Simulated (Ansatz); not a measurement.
ZrTi15C16

Input

```
crystal:
  lattice:
    - [-4.3204030423, 4.3204030423, -4.3204030423]
    - [4.3204030423, 4.3204030423, 4.3204030423]
    - [4.3204030423, -4.3204030423, -4.3204030423]
  atoms:
    - { symbol: Zr, position: [0.25, 0.0, 0.75] }
    - { symbol: Ti, position: [-0.0014313707, 0.2514313707, 0.75] }
    - { symbol: Ti, position: [0.5014313707, 0.0, 0.4985686293] }
    - { symbol: Ti, position: [0.75, 0.5, 0.75] }
    - { symbol: Ti, position: [0.25, 0.2514313707, 0.4985686293] }
    - { symbol: Ti, position: [0.5014313707, 0.7485686293, 0.75] }
    - { symbol: Ti, position: [-0.0014313707, 0.4971372586, 0.4985686293] }
    - { symbol: Ti, position: [0.75, 0.0, 0.25] }
    - { symbol: Ti, position: [0.5014313707, 0.2514313707, 0.2528627414] }
    - { symbol: Ti, position: [0.7471372586, 0.7485686293, 0.4985686293] }
    - { symbol: Ti, position: [-0.0014313707, 0.0, 0.0014313707] }
    - { symbol: Ti, position: [0.25, 0.5, 0.25] }
    - { symbol: Ti, position: [-0.0014313707, 0.7485686293, 0.2471372586] }
    - { symbol: Ti, position: [0.7528627414, 0.2514313707, 0.0014313707] }
    - { symbol: Ti, position: [0.5014313707, 0.5028627414, 0.0014313707] }
    - { symbol: Ti, position: [0.25, 0.7485686293, 0.0014313707] }
    - { symbol: C, position: [0.25, 0.5, 0.75] }
    - { symbol: C, position: [-0.0067608991, 0.7432391009, 0.75] }
    - { symbol: C, position: [0.5, 0.5, 0.5] }
    - { symbol: C, position: [0.75, 0.0, 0.75] }
    - { symbol: C, position: [0.25, 0.7432391009, 0.4932391009] }
    - { symbol: C, position: [0.5067608991, 0.2567608991, 0.75] }
    - { symbol: C, position: [-0.0067608991, 0.0, 0.4932391009] }
    - { symbol: C, position: [0.75, 0.5, 0.25] }
    - { symbol: C, position: [0.5, 0.75, 0.25] }
    - { symbol: C, position: [0.75, 0.25, 0.5] }
    - { symbol: C, position: [0.0, 0.5, 0.0] }
    - { symbol: C, position: [0.25, 0.0, 0.25] }
    - { symbol: C, position: [0.0, 0.25, 0.25] }
    - { symbol: C, position: [0.75, 0.75, 0.0] }
    - { symbol: C, position: [0.5067608991, 0.0, 0.0067608991] }
    - { symbol: C, position: [0.25, 0.2567608991, 0.0067608991] }
basis:
  ecutwfc: 420
kpoints:
  mp_grid: { grid: [6, 6, 6] }
  band_path:
    path: [[0.0, 0.0, 0.0], [0.0, 0.0, 0.16666667], [-0.5, -0.5, -0.5]]
    npoints: 1
hamiltonian:
  xc: pbesol
scf:
  occupations: { method: gaussian, width: 0.1 }
  n_extra_bands: 19
output:
  forces: true
  stress: true
  eigenvalues: true
  write_density: true
  write_potential: true
  elf: true
  volumetric_format: npy
```

Run with:

```sh
ansatz run input.yaml --threads 4 --pin off --max-ram 10240MiB --backend cpu --events-out ev --progress --plain --runs-dir out
```

Below, planes, directions and counts refer to the conventional cell (a = 8.64 Å, b = 8.64 Å, c = 8.64 Å, α = 90.00°, β = 90.00°, γ = 90.00°).

Space group Im-3m; a generated structure, not necessarily the stable one; computed without spin polarisation.

These are results of DFT PBEsol, scalar-relativistic, plane waves, PAW in Ansatz 0.2.0, not measurements.

**Predict the valence pseudo-density and electron localisation function between the atoms.**

Ti–C (2.10 Å): ρ is about 0.59 e/Å³ halfway; the ELF peaks at about 0.80 in the valence shell of C, 0.7 Å from its nucleus, and is about 0.30 at the midpoint.
Zr–C (2.22 Å): ρ at the midpoint is about 0.58 e/Å³; the ELF peaks at about 0.75 in the valence shell of C, 0.7 Å from its nucleus, and drops to about 0.25 between the two atoms (no shared electron pair shows on this line).
Zr–Ti (3.07 Å): ρ is about 0.21 e/Å³ halfway; the ELF is about 0.20 at the midpoint: no localised pair shows between them.
Ti–C (2.16 Å): ρ is about 0.52 e/Å³ halfway; the ELF peaks at about 0.80 in the valence shell of C, 0.7 Å from its nucleus, and is about 0.25 at the midpoint.

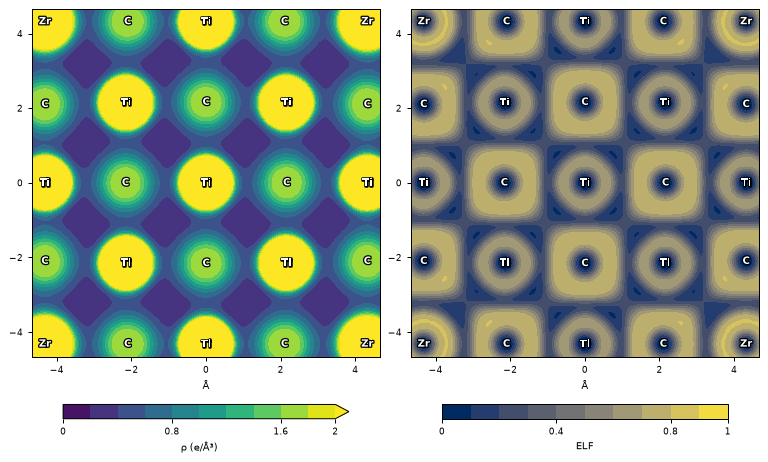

Computed valence pseudo-density and electron localisation function on the (100) plane of the conventional cell, in this order. 
